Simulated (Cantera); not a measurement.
A closed system holds: 1 mol FeCl3, 9.2 mol H2, held at 1975 K.

Cantera equilibrium calculation (NASA polynomials, part measured and part estimated; ideal gas, pure solids and liquids). Candidate condensed phases: Fe, FeCl2, FeCl3; 11 gas species. Kinetics and transport are ignored.

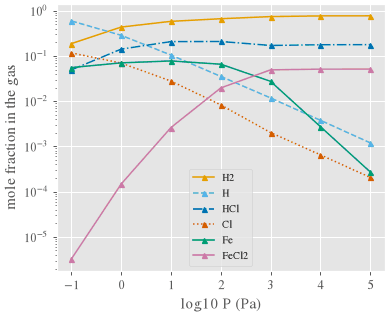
*Equilibrium gas composition (values under 1e-9 drawn at 1e-9)*

Task: Read off the mole fractions at 1.00 bar.

Result: H2 about 0.77, HCl about 0.18, FeCl2 about 0.051, H about 0.0012, Fe about 0.00027, Cl about 0.00021.
